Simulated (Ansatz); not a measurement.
# CH8AsNSi: the cost of one run

Program: the Python package of Ansatz 0.2.0. The levels of theory stand in the script. These are calculated values, not measurements.

### 1 The system

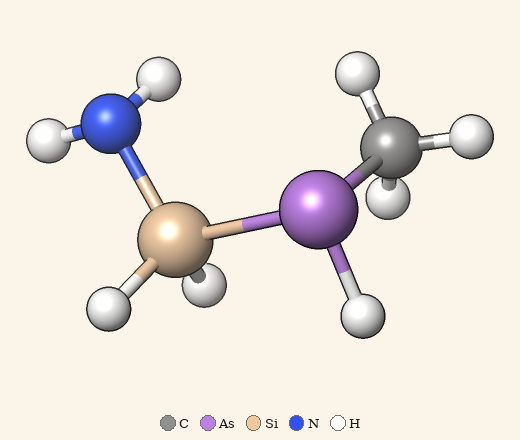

The structure that the script starts from, seen from a chosen angle (carbon grey, arsenic purple, silicon light orange, nitrogen blue, hydrogen white).

The script holds or builds the structure itself.

### 2 Script

disp_ch8asnsi.py

```python
# -*- coding: utf-8 -*-
"""Dispersion corrections for CH8AsNSi."""

import ansatz as az

geometry_ang = [
    ("C", (1.7381, 0.5502, 0.3374)),
    ("As", (0.947, -1.2254, 0.6631)),
    ("Si", (-1.0484, -0.6731, -0.3919)),
    ("N", (-1.9899, 0.4333, 0.6517)),
    ("H", (2.8151, 0.5233, 0.6014)),
    ("H", (1.6341, 0.8261, -0.7324)),
    ("H", (1.2268, 1.3064, 0.9678)),
    ("H", (1.5611, -1.817, -0.6478)),
    ("H", (-1.826, -1.8972, -0.6343)),
    ("H", (-0.7629, -0.0147, -1.6754)),
    ("H", (-2.8597, 0.6739, 0.1261)),
    ("H", (-1.4353, 1.3143, 0.7343)),
]
mol = az.Crystal.molecule()
for symbol, xyz in geometry_ang:
    mol = mol.atom(symbol, xyz)

job = mol.calculation().basis(gaussian="def2-SVP")
for name in ["b3lyp", "blyp"]:
    for correction in ("d3bj", "d4"):
        data = job.functional(name, dispersion=correction).run().report
        print(f"{name:8s} {correction:5s} total {data['free_energy_ev']:.5f} eV, of which dispersion {1000 * data['dispersion']['energy']['ev']:.2f} meV")
```

### 3 The input behind the calls

The package turns the script's settings into the engine's input (first run):

```yaml
crystal:
  periodic: [false, false, false]
  atoms:
    - { symbol: C, position_ang: [1.7381, 0.5502, 0.3374] }
    - { symbol: As, position_ang: [0.947, -1.2254, 0.6631] }
    - { symbol: Si, position_ang: [-1.0484, -0.6731, -0.3919] }
    - { symbol: "N", position_ang: [-1.9899, 0.4333, 0.6517] }
    - { symbol: H, position_ang: [2.8151, 0.5233, 0.6014] }
    - { symbol: H, position_ang: [1.6341, 0.8261, -0.7324] }
    - { symbol: H, position_ang: [1.2268, 1.3064, 0.9678] }
    - { symbol: H, position_ang: [1.5611, -1.817, -0.6478] }
    - { symbol: H, position_ang: [-1.826, -1.8972, -0.6343] }
    - { symbol: H, position_ang: [-0.7629, -0.0147, -1.6754] }
    - { symbol: H, position_ang: [-2.8597, 0.6739, 0.1261] }
    - { symbol: H, position_ang: [-1.4353, 1.3143, 0.7343] }
basis:
  gaussian:
    orbitals: def2-SVP
hamiltonian:
  xc: b3lyp
  dispersion: d3bj
```

### 4 The run

The run is started by

```
python disp_ch8asnsi.py
```

What time and memory should one allow on 1 thread of Intel Xeon 6975P-C (Granite Rapids), shared host?

About 10 s, with a peak of 0.33 GiB.
